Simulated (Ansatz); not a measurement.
Cost and result by functional for the surface energy of the (10-12) surface of hcp Os in its 1x1 cell, outermost plane spacing 1.07 Å in the ideal cut, in Ansatz (plane waves, PAW). Single points on the PBE structure, on one kind of machine; costs are rough ratios of the slab run's core time (references not counted) to the cheapest single point. r2SCAN's cost holds its higher cutoff (500 against 420 eV). Differences are taken against r2SCAN for comparison alone: no measured value is at hand, so the table doesn't rank accuracy.

Slab: 14 atoms, 10.7 Å thick at the start; k 14x6x1, smearing 0.1 eV, dipole-corrected; all atoms relaxed; held to the start's symmetry, so lower structures may exist; no spin, no spin-orbit, no U. These notes are the PBE run's.

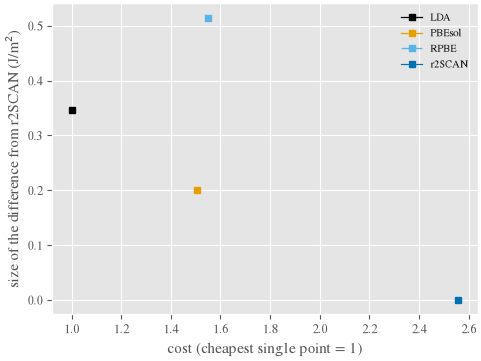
*Difference from r2SCAN against cost*

```
functional                     relative cost  surface energy (J/m²)  less r2SCAN (J/m²)
-----------------------------  -------------  ---------------------  ------------------
LDA                                        1                   4.24                0.35
PBEsol                                     2                   4.10                0.20
RPBE                                       2                   3.38               -0.52
r2SCAN                                     3                   3.89                0.00
PBE (the relaxed run's value)              –                   3.62               -0.27
```

The values span 0.86 J/m², while the single points' costs differ by a factor of roughly 3. Differences are of unrounded values.

Ansatz is an electronic-structure program.
